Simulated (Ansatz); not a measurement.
**Swapping F for Br on Si: the atomisation energy**

Gas-phase molecules. On one Si centre, n of the F ligands are replaced by Br. The atomisation energy (no zero-point term) y in kJ/mol at CCSD(T)/def2-TZVPP. Shapes: PBE0-D4/def2-TZVP. Programs: Ansatz 0.2.0.

| molecule | n | y (kJ/mol) |
| --- | --- | --- |
| SiF4 | 0 | 2325 |
| SiBrF3 | 1 | 2067 |
| SiBr2F2 | 2 | ? |
| SiBr4 | 4 | 1318 |

**Question.** Fit y = c + s·n to the known rows and predict SiBr2F2.

**Answer.** 
1. Means of the 3 rows: n = 1.66667, y = 1903.3.
2. Σ(Δn)² = 8.6667, Σ(Δn·Δy) = -2177.7, so the slope is -2177.7/8.6667 = -251.27.
3. Intercept: 1903.3 − (-251.27) × 1.66667 = 2322.1. The largest residual of the fit is 3.8.
4. SiBr2F2: 2322.1 + (-251.27) × 2 = 1820 kJ/mol.

The run gave 1812 kJ/mol, so the prediction is off by +8 kJ/mol, more than the largest residual. The steps are nearly additive. The slope is the difference between a Si–Br and a Si–F bond. Other levels give for SiBr2F2: SPW92/def2-TZVPP 2167; r2SCAN-D4/def2-TZVPP 1886 kJ/mol. Spin-orbit coupling of the free atoms (F 2, Br 15 kJ/mol each; the atoms kept shift only the intercept) is left out. Coupled cluster in double- or triple-zeta sets underbinds by a few per cent against its basis-set limit. Relativity is left out for Br. Outer-core shells of Br are correlated, in sets that cover them unevenly.

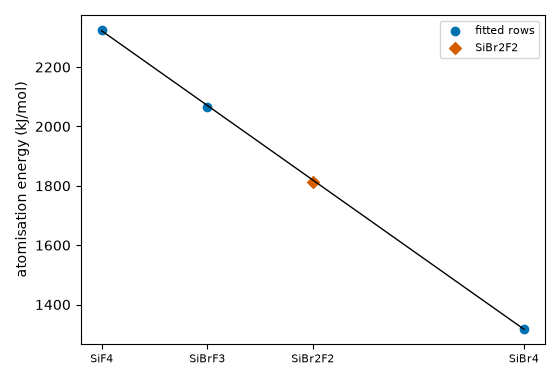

The fitted line, with the withheld member.
